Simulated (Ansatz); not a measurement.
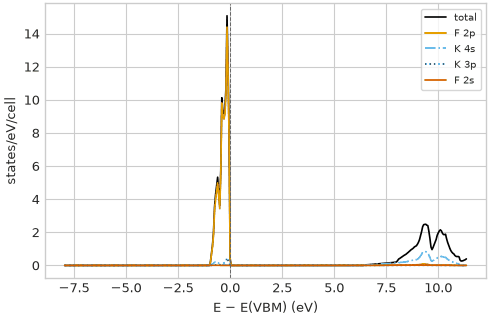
Figure. Total and projected density of states of KF (rock salt, space group No. 225), LDA in the plane-wave PAW code Ansatz

Question: Which orbitals carry the states next to the gap?

Answer: Top 1 eV of the valence band: F 2p 96 %. Bottom 1 eV of the conduction band: K 4s 77 %, F 2s 12 %. Projections are on Löwdin-orthogonalised atomic valence shells; empty p or d shells of many metals are not among them.

Space group Fm-3m (rock salt). Symmetry was held in the LDA relaxation; phonons on a q-mesh show no instability.

Potentials: the later of the program's two PAW sets.
